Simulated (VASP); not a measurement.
Band structure of ZrN (rock salt). Method: PBEsol GGA, VASP's PBE PAW potentials (set 64) (plane waves; VASP).

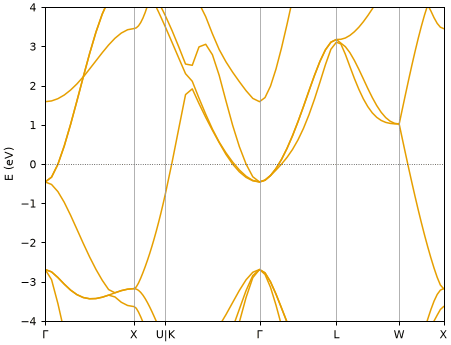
Figure. Bands along high-symmetry lines, zero at the valence-band maximum or, without a gap, the Fermi level

Problem. Read the plot: is there a gap, and where are the band edges?

Solution. It has no gap at this level: it comes out as a metal or semimetal. (Edges off the drawn lines would not show.)

The compound is ZrN in the rock salt structure. It was relaxed first. The electron count is odd and the run is not spin-polarised, which forces a metal.
